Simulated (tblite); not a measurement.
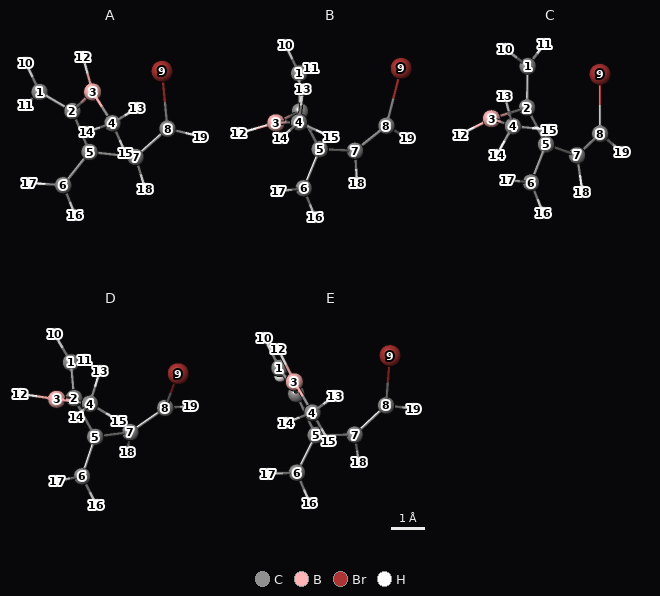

5 geometries from one relaxation of C7H10BBr, in shuffled order. A ball-and-stick model, seen from a free direction.

The calculation used GFN2-xTB geometry optimisation, gas phase (tblite 0.8.0). 

Put them in the order of the run, from the start to the converged end.

Answer. C, B, D, E, A. They are steps 0, 76, 124, 186, 242, at +45.6 kcal/mol, +12.4 kcal/mol, +3.61 kcal/mol, +2.18 kcal/mol relative to the last. H11 moves most after the best rigid fit: 3.23 Å. Largest moves by element: H 3.23 Å, Br 2.40 Å, C 1.81 Å, B 1.52 Å. Some distances before and after: B3–Br9 5.203 → 2.597 Å, C2–B3 1.662 → 1.572 Å, C2–C5 1.402 → 1.479 Å, C5–C6 1.405 → 1.338 Å. Among the angles between lasting bonds that change: C1–C2–C5 139.6° → 118.5°, C2–C5–C7 139.2° → 120.2°, C1–C2–B3 106.9° → 122.3°. Groups turn about C2–C5 by about 125°, C2–B3 by about 115°, B3–C4 by about 50°. Over 242 geometry steps the energy falls by 45.6 kcal/mol.
